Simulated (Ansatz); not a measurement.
# C₂H₇FGaN: up Jacob's ladder to CCSD(T), part 2 of 2

Ansatz 0.2.0, Gaussian basis; functionals in def2-TZVPP, the program's frozen cores in correlated methods. Earlier steps stand in the parts before.

### Step 14. CAM-B3LYP-D4 (range-separated)

Input file in.yaml:

```yaml
crystal:
  periodic: [false, false, false]
  atoms:
    - {symbol: C, position_ang: [-1.240203, 0.149640, 0.672271]}
    - {symbol: N, position_ang: [0.070323, 0.009396, 0.069386]}
    - {symbol: Ga, position_ang: [1.354263, 1.318414, 0.120640]}
    - {symbol: C, position_ang: [0.240687, -1.159040, -0.688870]}
    - {symbol: F, position_ang: [-0.476064, -1.110504, -1.894595]}
    - {symbol: H, position_ang: [-1.464480, -0.704468, 1.324176]}
    - {symbol: H, position_ang: [-1.281006, 1.055205, 1.279519]}
    - {symbol: H, position_ang: [-2.030843, 0.212587, -0.082517]}
    - {symbol: H, position_ang: [0.999053, 2.588313, 0.952984]}
    - {symbol: H, position_ang: [2.678995, 0.984726, -0.630560]}
    - {symbol: H, position_ang: [1.290383, -1.299284, -0.957742]}
    - {symbol: H, position_ang: [-0.141107, -2.044996, -0.164692]}
basis:
  gaussian: {orbitals: def2-TZVPP}
hamiltonian: {xc: {name: CAM-B3LYP}, dispersion: d4}
output: {orbitals: {seedname: orbitals}}
```

Run with:

```bash
$ ansatz run in.yaml --threads 4 --pin off --events-out ev --progress --plain --max-ram 10444MiB
```

Output, cut to the lines that bear on the results:

```text
Functional definition: CAM-B3LYP
  name "CAM-B3LYP"
  cite "Yanai, Tew & Handy, Chem. Phys. Lett. 393, 51 (2004) doi:10.1016/j.cplett.2004.06.011"
  cite "Iikura, Tsuneda, Yanai & Hirao, J. Chem. Phys. 115, 3540 (2001) doi:10.1063/1.1383587"
  cite "Becke, Phys. Rev. A 38, 3098 (1988) doi:10.1103/PhysRevA.38.3098"
  cite "Lee, Yang & Parr, Phys. Rev. B 37, 785 (1988) doi:10.1103/PhysRevB.37.785"
  cite "Vosko, Wilk & Nusair, Can. J. Phys. 58, 1200 (1980) doi:10.1139/p80-159"
[...]
  # Exact exchange under (alpha + beta erf(omega r))/r, Becke's under what is left of 1/r.
[...]
1487 factors; their error is unknown
374 factors; integrals over basis functions are off by at most 8.7e-6 eV
[...]
mean field -58776.41107269 eV, -2159.9932668389 hartree, gradient 2.6e-5 eV, S^2 0.000000; 0 other end points of the search recorded, 0 dependent functions left out
reference -58776.41121500 eV, -2159.9932720688 hartree; 33, 33 occupied and 237, 237 virtual orbitals, 1487 factors
Total energy: -58776.62252679 eV, -2160.0010376338 hartree
```

It took 3.9 s on 4 threads of Intel Xeon Platinum 8488C, shared host; peak memory 0.89 GiB.

Atomisation energy: 43.012 eV (free atoms -58733.611 eV, run apart). HOMO -8.53 eV, LUMO -0.30 eV.

### Step 15. LC-ωPBE (range-separated)

Changes to in.yaml since step 14:

```diff
@@ -17,3 +17,3 @@
   gaussian: {orbitals: def2-TZVPP}
-hamiltonian: {xc: {name: CAM-B3LYP}, dispersion: d4}
+hamiltonian: {xc: {name: LC-wPBE}}
 output: {orbitals: {seedname: orbitals}}
```

Launched as before.

Output, cut to the lines that bear on the results:

```text
Functional definition: LC-wPBE
  name "LC-wPBE"
  cite "Vydrov & Scuseria, J. Chem. Phys. 125, 234109 (2006) doi:10.1063/1.2409292"
  cite "Heyd & Scuseria, J. Chem. Phys. 120, 7274 (2004) doi:10.1063/1.1668634"
  cite "Ernzerhof & Perdew, J. Chem. Phys. 109, 3313 (1998) doi:10.1063/1.476928"
  cite "Perdew, Burke & Ernzerhof, Phys. Rev. Lett. 77, 3865 (1996) doi:10.1103/PhysRevLett.77.3865"
  parent pbe
[...]
1452 factors; their error is unknown
455 factors; integrals over basis functions are off by at most 1.9e-5 eV
[...]
mean field -58765.22412338 eV, -2159.5821540348 hartree, gradient 4.6e-5 eV, S^2 0.000000; 0 other end points of the search recorded, 0 dependent functions left out
reference -58765.22412339 eV, -2159.5821540351 hartree; 33, 33 occupied and 237, 237 virtual orbitals, 1452 factors
Total energy: -58765.22412339 eV, -2159.5821540351 hartree
```

Wall time 2.8 s (4 threads of Intel Xeon Platinum 8488C, shared host); peak memory 0.58 GiB.

Atomisation energy: 42.754 eV (free atoms -58722.470 eV, run apart). HOMO -9.84 eV, LUMO 0.88 eV.

### Step 16. ωB97X-V (range-separated)

Changes to in.yaml since step 15:

```diff
@@ -17,3 +17,3 @@
   gaussian: {orbitals: def2-TZVPP}
-hamiltonian: {xc: {name: LC-wPBE}}
+hamiltonian: {xc: {name: wB97X-V}}
 output: {orbitals: {seedname: orbitals}}
```

Same command.

Output, cut to the lines that bear on the results:

```text
Functional definition: wB97X-V
  name "wB97X-V"
  cite "Mardirossian & Head-Gordon, Phys. Chem. Chem. Phys. 16, 9904 (2014) doi:10.1039/C3CP54374A"
  cite "Becke, J. Chem. Phys. 107, 8554 (1997) doi:10.1063/1.475007"
  cite "Vydrov & Van Voorhis, J. Chem. Phys. 133, 244103 (2010) doi:10.1063/1.3521275"
[...]
      + integral(e_c_pw_opposite_spin*poly(b97_u_opposite, cos0, cos1)) + vv10(b, c)
1487 factors; their error is unknown
363 factors; integrals over basis functions are off by at most 7.7e-6 eV
[...]
mean field -58768.87497299 eV, -2159.7163202832 hartree, gradient 3.6e-5 eV, S^2 0.000000; 0 other end points of the search recorded, 0 dependent functions left out
reference -58768.87497080 eV, -2159.7163202026 hartree; 33, 33 occupied and 237, 237 virtual orbitals, 1487 factors
Total energy: -58768.87497080 eV, -2159.7163202026 hartree
```

It took 8 s on 4 threads of Intel Xeon Platinum 8488C, shared host; peak memory 0.96 GiB.

With the free atoms at this level, -58725.953 eV in sum, the atomisation energy is 42.922 eV. HOMO -9.51 eV, LUMO 0.72 eV.

### Step 17. ωB97M-V (range-separated)

Changes to in.yaml since step 16:

```diff
@@ -17,3 +17,3 @@
   gaussian: {orbitals: def2-TZVPP}
-hamiltonian: {xc: {name: wB97X-V}}
-output: {orbitals: {seedname: orbitals}}
+hamiltonian: {xc: {name: wB97M-V}}
+output: {forces: true, orbitals: {seedname: orbitals}}
```

Same command.

Output, cut to the lines that bear on the results:

```text
Functional definition: wB97M-V
  name "wB97M-V"
  cite "Mardirossian & Head-Gordon, J. Chem. Phys. 144, 214110 (2016) doi:10.1063/1.4952647"
  cite "Becke, J. Chem. Phys. 107, 8554 (1997) doi:10.1063/1.475007"
  cite "Vydrov & Van Voorhis, J. Chem. Phys. 133, 244103 (2010) doi:10.1063/1.3521275"
  # Of w^i u^j: cxij and so on, Table III.
[...]
  gx(w, u) = 1 - cx + cx01*u + cx10*w
  gss(w, u) = css00 + css04*u^4 + css10*w + css20*w^2 + css43*w^4*u^3
  gos(w, u) = cos00 + cos10*w + (cos20 + cos21*u)*w^2 + (cos60 + cos61*u)*w^6
[...]
      + integral(e_c_pw_mod_opposite_spin*gos(b97_w_opposite, b97_u_opposite)) + vv10(b, c)
1487 factors; their error is unknown
363 factors; integrals over basis functions are off by at most 7.7e-6 eV
[...]
Atom 2 at     1.354263     1.318414     0.120640 Å, force     0.087696     0.085954     0.008231 eV/Å
Atom 3 at     0.240687    -1.159040    -0.688870 Å, force     0.183637    -0.280959     0.111833 eV/Å
Atom 4 at    -0.476064    -1.110504    -1.894595 Å, force    -0.106792     0.033675    -0.157351 eV/Å
Atom 5 at    -1.464480    -0.704468     1.324176 Å, force     0.018189     0.066822    -0.052045 eV/Å
Atom 6 at    -1.281006     1.055205     1.279519 Å, force    -0.000339    -0.066563    -0.043174 eV/Å
Atom 7 at    -2.030843     0.212587    -0.082517 Å, force     0.065371    -0.004672     0.062665 eV/Å
Atom 8 at     0.999053     2.588313     0.952984 Å, force     0.030822    -0.106356    -0.073505 eV/Å
Atom 9 at     2.678995     0.984726    -0.630560 Å, force    -0.111502     0.030770     0.062543 eV/Å
Atom 10 at     1.290383    -1.299284    -0.957742 Å, force    -0.094273     0.003495     0.019525 eV/Å
Atom 11 at    -0.141107    -2.044996    -0.164692 Å, force     0.033589     0.077583    -0.048020 eV/Å
Dipole moment:     0.094389     0.058596     0.356972 e Å
```

It took 11 s on 4 threads of Intel Xeon Platinum 8488C, shared host; peak memory 1.1 GiB.

Atomisation energy: 42.760 eV (free atoms -58727.449 eV, run apart). HOMO -9.44 eV, LUMO 0.50 eV.

### Step 18. B2PLYP (double hybrid)

Changes to in.yaml since step 17:

```diff
@@ -17,3 +17,2 @@
   gaussian: {orbitals: def2-TZVPP}
-hamiltonian: {xc: {name: wB97M-V}}
-output: {forces: true, orbitals: {seedname: orbitals}}
+hamiltonian: {xc: {name: B2PLYP}}
```

Same command.

Output, cut to the lines that bear on the results:

```text
Functional definition: B2PLYP
  name "B2PLYP"
  cite "Grimme, J. Chem. Phys. 124, 034108 (2006) doi:10.1063/1.2148954"
  cite "Becke, Phys. Rev. A 38, 3098 (1988) doi:10.1103/PhysRevA.38.3098"
  cite "Lee, Yang & Parr, Phys. Rev. B 37, 785 (1988) doi:10.1103/PhysRevB.37.785"
[...]
1639 factors; integrals over basis functions are off by at most 1.0e-3 eV
[...]
mean field -58751.72287456 eV, -2159.0859922922 hartree, gradient 2.4e-6 eV, S^2 0.000000; 0 other end points of the search recorded, 0 dependent functions left out
13 core orbitals not correlated: weight in the atoms' cores, before any rotation towards them, 1.000 or more for the frozen orbitals, at most 0.000 for the correlated occupied ones
reference -58751.72305785 eV, -2159.0859990279 hartree; 20, 20 occupied and 237, 237 virtual orbitals, 1639 factors
second order -34.37266111 eV of doubles, -0.00000000 eV of singles
Total energy: -58761.00367635 eV, -2159.4270554671 hartree
```

Wall time 6.5 s (4 threads of Intel Xeon Platinum 8488C, shared host); peak memory 0.82 GiB.

Atomisation energy: 42.247 eV (free atoms -58718.757 eV, run apart).

### Step 19. PBE-QIDH (double hybrid)

Changes to in.yaml since step 18:

```diff
@@ -17,2 +17,2 @@
   gaussian: {orbitals: def2-TZVPP}
-hamiltonian: {xc: {name: B2PLYP}}
+hamiltonian: {xc: {name: PBE-QIDH}}
```

Launched as before.

Output, cut to the lines that bear on the results:

```text
Functional definition: PBE-QIDH
  name "PBE-QIDH"
  cite "Brémond, Sancho-García, Pérez-Jiménez & Adamo, J. Chem. Phys. 141, 031101 (2014) doi:10.1063/1.4890314"
  cite "Perdew, Burke & Ernzerhof, Phys. Rev. Lett. 77, 3865 (1996) doi:10.1103/PhysRevLett.77.3865"
[...]
1639 factors; integrals over basis functions are off by at most 1.0e-3 eV
[...]
mean field -58741.11857790 eV, -2158.6962915776 hartree, gradient 5.2e-6 eV, S^2 0.000000; 0 other end points of the search recorded, 0 dependent functions left out
13 core orbitals not correlated: weight in the atoms' cores, before any rotation towards them, 1.000 or more for the frozen orbitals, at most 0.000 for the correlated occupied ones
reference -58741.11859161 eV, -2158.6962920813 hartree; 20, 20 occupied and 237, 237 virtual orbitals, 1639 factors
second order -31.89908785 eV of doubles, -0.00000000 eV of singles
Total energy: -58751.75162089 eV, -2159.0870487001 hartree
```

Run time: 7 s. Hardware: 4 threads of Intel Xeon Platinum 8488C, shared host; peak memory 0.82 GiB.

With the free atoms at this level, -58709.326 eV in sum, the atomisation energy is 42.426 eV.

### Step 20. Orbital energies across the functionals

Dipoles come from the runs that computed forces. Levels are read from the orbital files that the runs wrote:

```csv
functional,HOMO (eV),LUMO (eV),gap (eV),dipole (D)
LDA (SPW92),-6.11,-2.19,3.92,
PBE-D4,-5.93,-1.94,3.99,1.64
revPBE-D4,-5.86,-1.83,4.03,
BLYP-D4,-5.83,-1.89,3.94,
r2SCAN-D4,-6.15,-1.68,4.47,1.71
B97M-V,-6.27,-1.91,4.35,
PBE0-D4,-7.15,-1.17,5.98,
B3LYP-D4,-6.96,-1.44,5.52,1.78
r2SCANh-D4,-6.61,-1.41,5.20,
r2SCAN0-D4,-7.32,-1.01,6.31,
HSE06-D4,-6.75,-1.53,5.22,
BHLYP-D4,-8.34,-0.46,7.88,
CAM-B3LYP-D4,-8.53,-0.30,8.23,
LC-ωPBE,-9.84,0.88,10.72,
ωB97X-V,-9.51,0.72,10.23,
ωB97M-V,-9.44,0.50,9.94,1.80
```

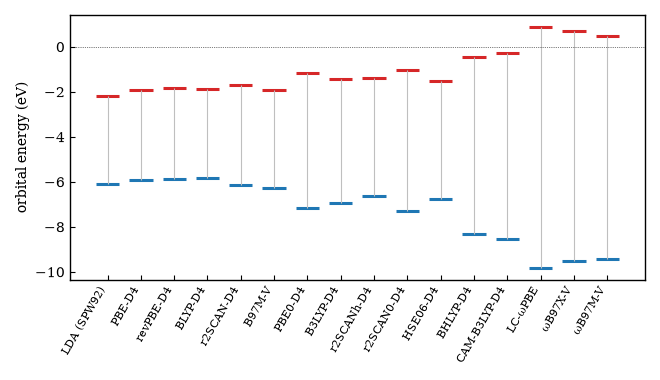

Highest occupied (blue) and lowest empty (red) level by functional.

### Step 21. CCSD(T) in def2-SVP

Changes to in.yaml since step 19:

```diff
@@ -16,3 +16,3 @@
 basis:
-  gaussian: {orbitals: def2-TZVPP}
-hamiltonian: {xc: {name: PBE-QIDH}}
+  gaussian: {orbitals: def2-SVP}
+correlation: {method: ccsd_t}
```

The command is unchanged.

Output, cut to the lines that bear on the results:

```text
Functional definition: HF
  name "HF"
  cite "Fock, Z. Phys. 61, 126 (1930) doi:10.1007/BF01340294"
  parent pbe
[...]
1245 factors; integrals over basis functions are off by at most 1.5e-3 eV
[...]
mean field -58681.69947826 eV, -2156.5126799415 hartree, gradient 2.0e-6 eV, S^2 0.000000; 0 other end points of the search recorded, 0 dependent functions left out
13 core orbitals not correlated: weight in the atoms' cores, before any rotation towards them, 1.000 or more for the frozen orbitals, at most 0.000 for the correlated occupied ones
reference -58681.69947826 eV, -2156.5126799415 hartree; 20, 20 occupied and 90, 90 virtual orbitals, 1245 factors
second order -23.25225189 eV of doubles, -0.00000000 eV of singles
cycle   1  -23.38227091 eV  change   -1.3e-1 eV  update   1.2e-1
[...]
cycle  10  -24.23604814 eV  change   -3.3e-5 eV  update   2.0e-5
perturbative correction -0.68097235 eV, -0.0250252721 hartree
Total energy: -58706.61649874 eV, -2157.4283635549 hartree
```

Run time: 10 s. Hardware: 4 threads of Intel Xeon Platinum 8488C, shared host; peak memory 0.79 GiB.

### Step 22. CCSD(T) in def2-TZVPP

Changes to in.yaml since step 21:

```diff
@@ -16,3 +16,4 @@
 basis:
-  gaussian: {orbitals: def2-SVP}
+  gaussian: {orbitals: def2-TZVPP}
 correlation: {method: ccsd_t}
+output: {orbitals: {seedname: orbitals}}
```

Same command.

Output, cut to the lines that bear on the results:

```text
Functional definition: HF
  name "HF"
  cite "Fock, Z. Phys. 61, 126 (1930) doi:10.1007/BF01340294"
  parent pbe
[...]
1639 factors; integrals over basis functions are off by at most 1.0e-3 eV
[...]
mean field -58695.93994493 eV, -2157.0360074393 hartree, gradient 5.7e-6 eV, S^2 0.000000; 0 other end points of the search recorded, 0 dependent functions left out
13 core orbitals not correlated: weight in the atoms' cores, before any rotation towards them, 1.000 or more for the frozen orbitals, at most 0.000 for the correlated occupied ones
reference -58695.93994493 eV, -2157.0360074393 hartree; 20, 20 occupied and 237, 237 virtual orbitals, 1639 factors
second order -28.37601763 eV of doubles, -0.00000000 eV of singles
cycle   1  -28.21255692 eV  change    1.6e-1 eV  update   1.3e-1
[...]
cycle  11  -29.16484667 eV  change    3.3e-5 eV  update   1.1e-5
perturbative correction -1.10356866 eV, -0.0405554002 hartree
Total energy: -58726.20836026 eV, -2158.1483511860 hartree
```

It took 3.5 min on 4 threads of Intel Xeon Platinum 8488C, shared host; peak memory 7.5 GiB.

### Step 23. MP2 in def2-QZVPP

Changes to in.yaml since step 22:

```diff
@@ -16,4 +16,3 @@
 basis:
-  gaussian: {orbitals: def2-TZVPP}
-correlation: {method: ccsd_t}
-output: {orbitals: {seedname: orbitals}}
+  gaussian: {orbitals: "def2-QZVPP.json"}
+correlation: {method: mp2}
```

Same command.

Output:

```text
Functional definition: HF
  name "HF"
  cite "Fock, Z. Phys. 61, 126 (1930) doi:10.1007/BF01340294"
  parent pbe
  exchange = exact_x
  correlation = 0
3226 factors; integrals over basis functions are off by at most 8.2e-4 eV
mean field evaluation 1: about -58693.1371 eV, gradient 4.1e1 eV
mean field evaluation 2: about -58693.2605 eV, gradient 4.1e1 eV
mean field evaluation 4: about -58697.2687 eV, gradient 5.0e0 eV
mean field evaluation 8: about -58697.3424 eV, gradient 4.3e-1 eV
mean field -58697.34400598 eV, -2157.0876057311 hartree, gradient 3.8e-6 eV, S^2 0.000000; 0 other end points of the search recorded, 0 dependent functions left out
13 core orbitals not correlated: weight in the atoms' cores, before any rotation towards them, 1.000 or more for the frozen orbitals, at most 0.000 for the correlated occupied ones
reference -58697.34400598 eV, -2157.0876057311 hartree; 20, 20 occupied and 494, 494 virtual orbitals, 3226 factors
second order -36.76747649 eV of doubles, -0.00000000 eV of singles
Total energy: -58734.11148248 eV, -2158.4387855704 hartree
```

It took 24 s on 4 threads of Intel Xeon Platinum 8488C, shared host; peak memory 4 GiB.

Energy pieces by basis (eV):

```
     basis           HF  MP2 correlation  CCSD correlation      (T)              total
  def2-SVP  -58681.6995         -23.2523          -24.2360  -0.6810        -58706.6165
def2-TZVPP  -58695.9399         -28.3760          -29.1648  -1.1036        -58726.2084
def2-QZVPP  -58697.3440         -36.7675                             -58734.1115 (MP2)
```

The report of the def2-TZVPP run gives T1 = 0.0139.

### Step 24. The basis-set limit

No new run: Hartree-Fock is extrapolated as exp(−7.88√X) and correlation as X^−2.97, with X = 3 and 4; only MP2 was run in the larger set, so CCSD(T) minus MP2 is added from the smaller one.

| level | energy at the limit (eV) |
| --- | --- |
| HF | -58697.5374 |
| MP2 | -58740.5208 |
| CCSD | -58741.3096 |
| CCSD(T) | -58742.4132 |

This is no true limit for total energies: MP2 correlation changes by a factor of 1.30 from triple to quadruple zeta (about 1.07 in light molecules), because outer-core shells are correlated in sets not made for them. Much of that cancels between molecule and atoms or ions.

### Step 25. RPA on PBE orbitals

Changes to in.yaml since step 23:

```diff
@@ -16,3 +16,4 @@
 basis:
-  gaussian: {orbitals: "def2-QZVPP.json"}
-correlation: {method: mp2}
+  gaussian: {orbitals: def2-TZVPP}
+hamiltonian: {xc: pbe}
+correlation: {method: rpa}
```

Launched as before.

Output, cut to the lines that bear on the results:

```text
Functional definition: PBE
  name "PBE"
  cite "Perdew, Burke & Ernzerhof, Phys. Rev. Lett. 77, 3865 (1996) doi:10.1103/PhysRevLett.77.3865"
  parent pbe
[...]
1639 factors; integrals over basis functions are off by at most 1.0e-3 eV
[...]
mean field -58760.19515820 eV, -2159.3973429732 hartree, gradient 3.0e-6 eV, S^2 0.000000; 0 other end points of the search recorded, 0 dependent functions left out
13 core orbitals not correlated: weight in the atoms' cores, before any rotation towards them, 1.000 or more for the frozen orbitals, at most 0.000 for the correlated occupied ones
reference -58693.80714685 eV, -2156.9576285553 hartree; 20, 20 occupied and 237, 237 virtual orbitals, 1639 factors
Total energy: -58739.10670165 eV, -2158.6223564892 hartree
```

Run time: 4.9 s. Hardware: 4 threads of Intel Xeon Platinum 8488C, shared host; peak memory 0.75 GiB.

RPA correlation: -45.300 eV. No RPA run of the hydrogen atom was made, so RPA has no atomisation energy below.

### Step 26. All levels against the reference

Free atoms (2 C, 1 N, 1 Ga, 1 F, 7 H) were run apart at each level; the atomisation energy is their sum less the molecule, without zero-point or spin-orbit terms.

Differences are taken before rounding.

| method | rung | atoms, summed (eV) | atomisation energy (eV) | from CCSD(T)/CBS (eV) | time |
| --- | --- | --- | --- | --- | --- |
| LDA (SPW92) | LDA | -58593.837 | 49.339 | +6.575 | 1.6 s |
| PBE-D4 | GGA | -58716.883 | 43.560 | +0.795 | 2.6 s |
| revPBE-D4 | GGA | -58727.973 | 42.458 | -0.307 | 2.3 s |
| BLYP-D4 | GGA | -58733.418 | 42.645 | -0.120 | 2.3 s |
| r2SCAN-D4 | meta-GGA | -58729.345 | 42.739 | -0.026 | 4.6 s |
| B97M-V | meta-GGA | -58721.670 | 42.778 | +0.013 | 8.5 s |
| PBE0-D4 | hybrid | -58719.181 | 42.727 | -0.038 | 3.5 s |
| B3LYP-D4 | hybrid | -58734.941 | 42.676 | -0.088 | 6 s |
| r2SCANh-D4 | hybrid | -58729.018 | 42.450 | -0.315 | 4.6 s |
| r2SCAN0-D4 | hybrid | -58728.554 | 42.043 | -0.721 | 5.5 s |
| HSE06-D4 | hybrid | -58718.799 | 42.754 | -0.010 | 3.6 s |
| BHLYP-D4 | hybrid | -58730.521 | 41.384 | -1.381 | 3.6 s |
| CAM-B3LYP-D4 | range-separated | -58733.611 | 43.012 | +0.247 | 3.9 s |
| LC-ωPBE | range-separated | -58722.470 | 42.754 | -0.011 | 2.8 s |
| ωB97X-V | range-separated | -58725.953 | 42.922 | +0.157 | 8 s |
| ωB97M-V | range-separated | -58727.449 | 42.760 | -0.005 | 11 s |
| B2PLYP | double hybrid | -58718.757 | 42.247 | -0.518 | 6.5 s |
| PBE-QIDH | double hybrid | -58709.326 | 42.426 | -0.339 | 7 s |
| HF/def2-TZVPP | wavefunction | -58665.617 | 30.323 | -12.442 |  |
| MP2/def2-TZVPP | wavefunction | -58681.997 | 42.319 | -0.445 |  |
| CCSD/def2-TZVPP | wavefunction | -58683.978 | 41.127 | -1.638 |  |
| CCSD(T)/def2-SVP | wavefunction | -58666.016 | 40.601 | -2.164 | 10 s |
| CCSD(T)/def2-TZVPP | wavefunction | -58684.445 | 41.763 | -1.002 | 3.5 min |
| MP2/CBS | wavefunction | -58697.200 | 43.321 | +0.556 |  |
| CCSD(T)/CBS | wavefunction | -58699.648 | 42.765 | 0 | 3.9 min |

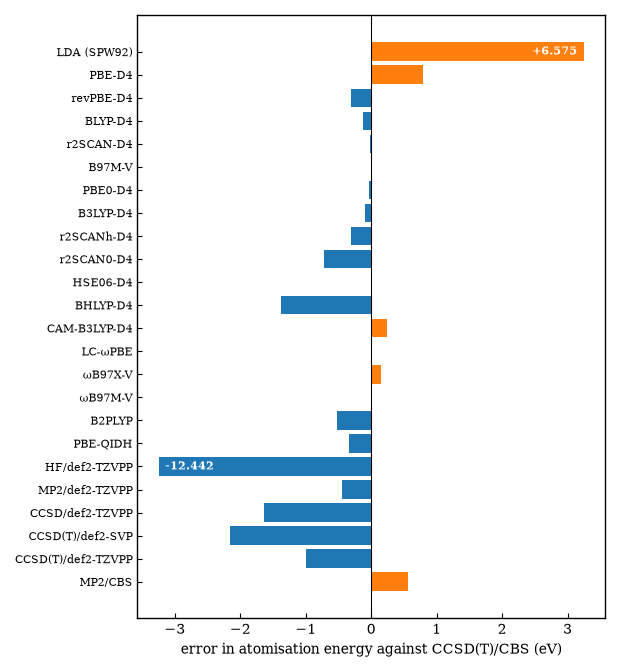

How far each level lands from CCSD(T)/CBS. Bars with a number in them are cut short.

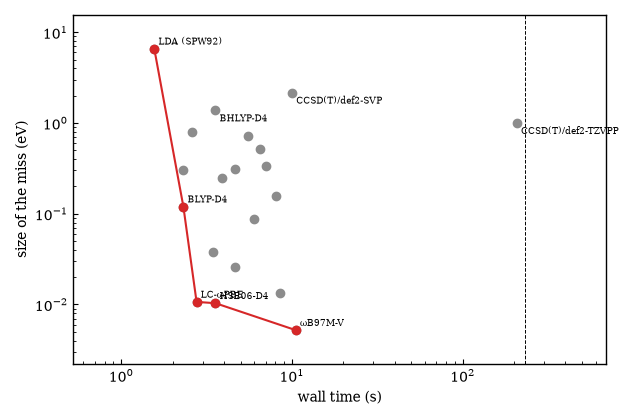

Miss against cost. Red marks the levels that no quicker level drawn beats (of those quicker than the yardstick), and the dashed line is the time of CCSD(T)/CBS. Only those levels and the largest misses are named. Times are from a shared host.

LDA (SPW92), LC-ωPBE, B2PLYP, PBE-QIDH carry no dispersion term (for B3LYP, D4 adds 0.399 eV).

Times are those of the molecule's run; HF, MP2 and CCSD come out of the CCSD(T) runs, and the limit's time is the sum of the runs that it needs.

### Step 27. Results

This closing draws on all 2 parts.

| quantity | value |
| --- | --- |
| atomisation energy, CCSD(T)/CBS | 42.765 eV |
| functionals within 0.428 eV (1.0 %) | revPBE-D4, BLYP-D4, r2SCAN-D4, B97M-V, PBE0-D4, B3LYP-D4, r2SCANh-D4, HSE06-D4, CAM-B3LYP-D4, LC-ωPBE, ωB97X-V, ωB97M-V, PBE-QIDH |
| farthest beyond LDA | BHLYP-D4 (-1.381 eV) |
| mean size of error, GGA | 0.407 eV |
| mean size of error, meta-GGA | 0.020 eV |
| mean size of error, hybrid | 0.426 eV |
| mean size of error, range-separated | 0.105 eV |
| mean size of error, double hybrid | 0.428 eV |
| gap, smallest and largest | 3.92 eV (LDA (SPW92)), 10.72 eV (LC-ωPBE) |
| T1 diagnostic | 0.0139 |
| triples share of the correlation energy | 3.6 % |

In words: LDA overbinds by 6.575 eV (15 %). PBE-D4 misses by +0.795 eV. Double hybrids carry the basis error of their MP2 part in triple zeta, and no dispersion term here, so their miss is partly the set-up's. The rungs meta-GGA, range-separated, GGA, hybrid miss on average by less than the doubt on the reference (0.428 eV), so they tie. Misses under about 0.428 eV are within the doubt on the reference itself, which lacks core-valence correlation, relativity and higher excitations, and its outer-core shells are covered unevenly. Hartree-Fock recovers 71 % of the binding; the rest is correlation. CCSD(T) in def2-SVP is off by -2.164 eV, worse than the median functional, from the basis alone. The gap grows from 3.9 to 10.7 eV across the functionals, mostly with the share of exact exchange. Correlated methods include outer-core shells of Ga, which these sets cover unevenly.

For cost: ωB97M-V gets within 0.005 eV in 11 s, where CCSD(T)/CBS took 3.9 min; the quickest level in the cost chart, LDA (SPW92), takes 1.6 s and misses by 6.575 eV.
